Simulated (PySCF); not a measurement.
# BHLYP/def2-TZVPPD run of NH3 (ammonia)

Aim: the vertical singlet–triplet gap of NH3 (ammonia) at BHLYP/def2-TZVPPD, from 2 runs. Input form: a Python script.

Program for the calculation: PySCF 2.14.0.

4 further runs of the same task are left out: 4 set aside as unsound or not needed.

## 1. The structure to begin with

The species is NH3 (4 atoms), meant as a singlet with charge 0. As SMILES, `N`. The shape is that of a GFN2-xTB optimisation.

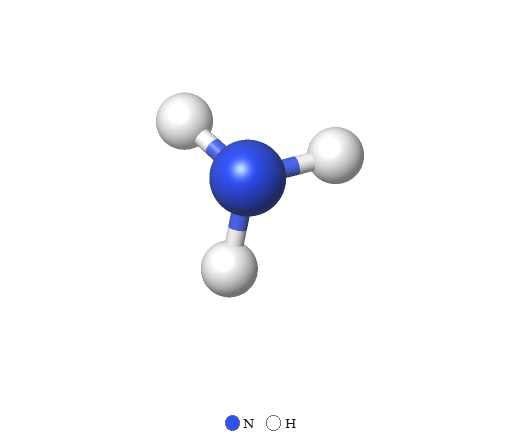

Viewed from a chosen angle; nitrogen blue, hydrogen white.

## 2. A single-point energy at BHLYP/def2-TZVPPD

input.py reads:

```python
from pyscf import gto, dft

system = gto.Mole()
system.atom = '''
N     -0.128804     0.458882     0.204204
H      0.929613    -0.567806     1.423682
H     -1.685560    -0.568089    -0.223649
H      0.884751     0.676994    -1.404237
'''
system.max_memory = 1860
system.basis = 'def2-tzvppd'
system.unit = 'bohr'
system.charge = 0
system.verbose = 3
system.build()

myscf = dft.RKS(system, xc='bhandhlyp')
myscf.grids.level = 5
myscf.conv_tol = 1e-10
myscf.kernel()
if not myscf.converged:
    myscf = myscf.newton().run(myscf.mo_coeff, myscf.mo_occ)

etot = myscf.e_tot
print('E = %.10f Eh' % etot)
```

Launch:

```sh
OMP_NUM_THREADS=1 python input.py
```

Log:

```text
converged SCF energy = -56.5487939760021
E = -56.5487939760 Eh
```

Run time: 6 s. Hardware: 1 thread of Arm Neoverse V1, shared host; peak memory 0.4 GiB.

## 3. The triplet

job.py reads:

```python
from pyscf import gto, dft

system = gto.Mole()
system.atom = 'N -0.068160 0.242830 0.108060; H 0.491930 -0.300470 0.753380; H -0.891960 -0.300620 -0.118350; H 0.468190 0.358250 -0.743090'
system.basis = 'def2-tzvppd'
system.max_memory = 1860
system.verbose = 3
system.spin = 2
system.build()

mf = dft.UKS(system, xc='bhandhlyp')
mf.grids.level = 5
mf.conv_tol = 1e-10
mf.kernel()
if not mf.converged:
    mf = mf.newton().run(mf.mo_coeff, mf.mo_occ)

energy = mf.e_tot
print('Final energy', energy)
```

Launch:

```sh
OMP_NUM_THREADS=1 python job.py
```

Log:

```text
WARN: HOMO 0.00303494002337601 >= LUMO -0.338543314969755

WARN: HOMO -0.133006268047176 >= LUMO -0.284937176634052

WARN: HOMO -0.120356413106023 >= LUMO -0.213733211029734

WARN: HOMO -0.117547215597497 >= LUMO -0.204421061786967

WARN: HOMO -0.1179740933445 >= LUMO -0.204436059624797

WARN: HOMO -0.117902650506792 >= LUMO -0.204471293631656

WARN: HOMO -0.117887947017017 >= LUMO -0.204373799200873

WARN: HOMO -0.117886939965295 >= LUMO -0.204386311438263

WARN: HOMO -0.117887904375785 >= LUMO -0.204388879491844

WARN: HOMO -0.11788814220531 >= LUMO -0.204389756456997

WARN: HOMO -0.117888154812285 >= LUMO -0.204389768693773

converged SCF energy = -56.3218805429455  <S^2> = 2.0028965  2S+1 = 3.0019304
Final energy -56.321880542945486
```

It took 11 s on 1 thread of Arm Neoverse V1, shared host; peak memory 0.43 GiB.

## 4. Outcome

At BHLYP/def2-TZVPPD:

```
                                        quantity         value
                           singlet: total energy  -56.54879 Eh
                          singlet: dipole moment        1.51 D
                            singlet: HOMO energy      -9.17 eV
                            singlet: LUMO energy       0.75 eV
                          singlet: HOMO–LUMO gap       9.92 eV
                           triplet: total energy  -56.32188 Eh
                          triplet: dipole moment        0.59 D
     triplet: HOMO energy (highest over α and β)      -3.21 eV
                                   triplet: ⟨S²⟩         2.003
vertical energy of the triplet above the singlet      6.175 eV
```

What this shows: At this shape the triplet lies 6.17 eV (596 kJ/mol) above the singlet. Mulliken charges (singlet) run from -0.36 on N1 to +0.12 on H2; in a basis this large or diffuse they mean little. Mulliken charges (triplet) run from -2.42 on N1 to +0.81 on H2; in a basis this large or diffuse they mean little.
